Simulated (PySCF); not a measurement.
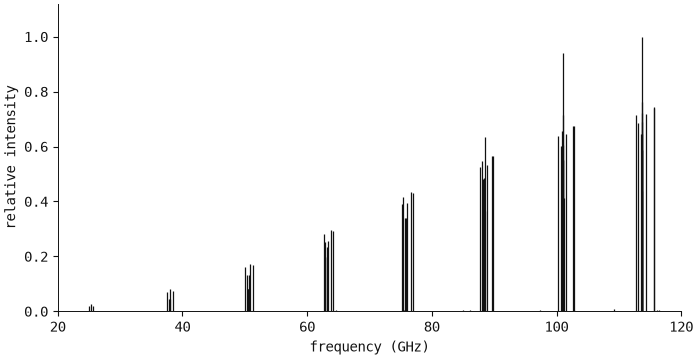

Simulated rotational absorption lines between 20 and 120 GHz at 20 K: rigid rotor with the equilibrium constants and dipole of one optimised conformer (PBE0-D3(BJ)/def2-SVP, PySCF), commonest isotopes; no centrifugal distortion, hyperfine structure, internal rotation or nuclear-spin weights; lines within 1 MHz of each other are summed.

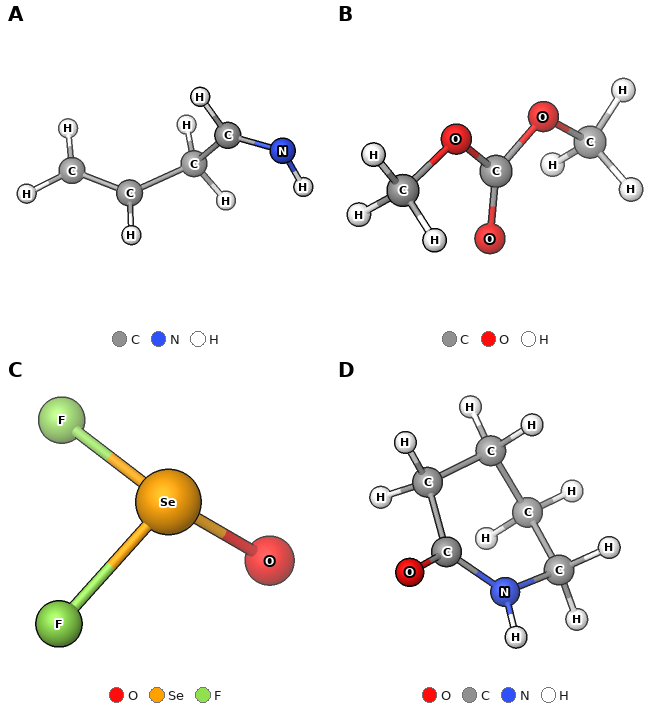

Question: Which molecule gives this spectrum? The candidates are drawn in the second picture.

Answer: Structure C, SeOF₂, SMILES O=[Se](F)F. Rotational constants A, B, C = 6.471, 6.182, 4.077 GHz, |μa|, |μb|, |μc| = 0.10, 0.00, 2.78 D.

Caveats: coarse grid, loose stop and no frequency check, small forces are noise and the end may be a saddle.
